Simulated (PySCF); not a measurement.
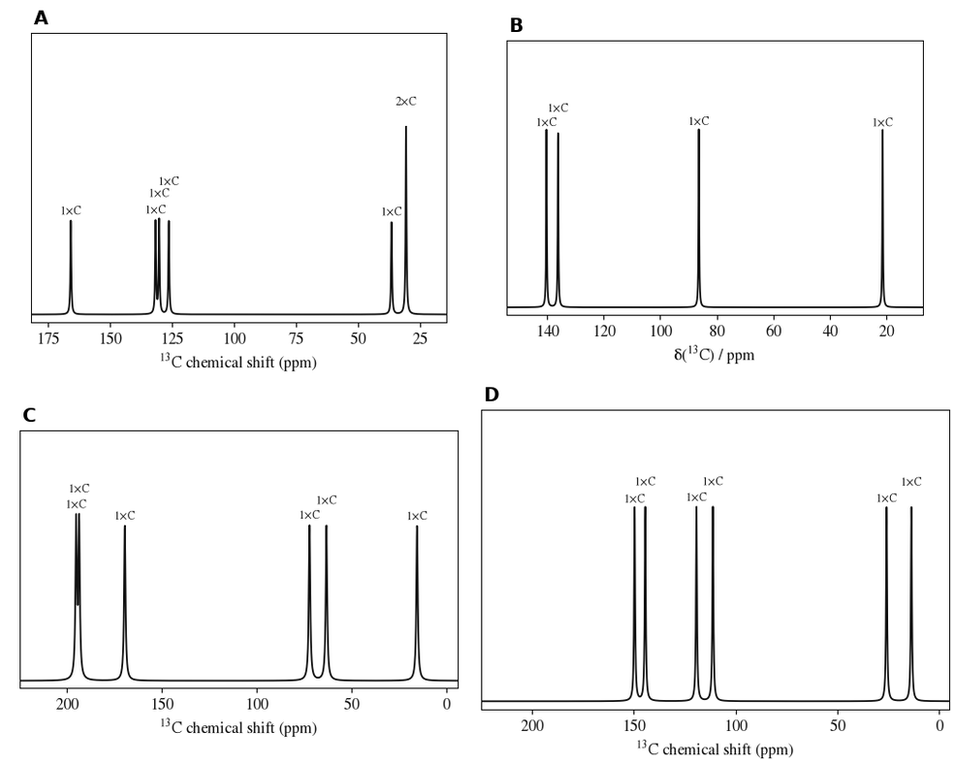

GIAO shifts, PBE0/pcSseg-1, PySCF, at a GFN2-xTB geometry (no frequency check), against TMS for ¹³C computed at the same level. Gas phase, fully decoupled, line heights follow the number of nuclei, widths are arbitrary (no quadrupolar broadening); values of one conformer, averaged over methyl-type rotors and exact or near symmetry; other conformers aren't averaged in.

### Pair each panel with its molecule.
1. C₇H₁₀S, SMILES CC(C)c1cccs1
2. C₄H₆Cl₂, SMILES C/C=C/C(Cl)Cl
3. C₆H₈, SMILES C=C[C@@H]1CC1=C
4. C₆H₉O⁺, SMILES COCc1c[c+]1C

A: 1 (165.7 (1 C), 131.5 (1 C), 130.1 (1 C), 126.2 (1 C), 36.4 (1 C), 30.5 (2 C) ppm)
B: 2 (140.3 (1 C), 136.2 (1 C), 86.3 (1 C), 21.2 (1 C) ppm)
C: 4 (195.0 (1 C), 193.5 (1 C), 169.4 (1 C), 72.0 (1 C), 63.1 (1 C), 15.3 (1 C) ppm)
D: 3 (149.5 (1 C), 144.3 (1 C), 119.2 (1 C), 111.1 (1 C), 25.9 (1 C), 13.7 (1 C) ppm)

Limits of at least one run: the tight-binding geometry is rougher than a DFT one and adds to the error.
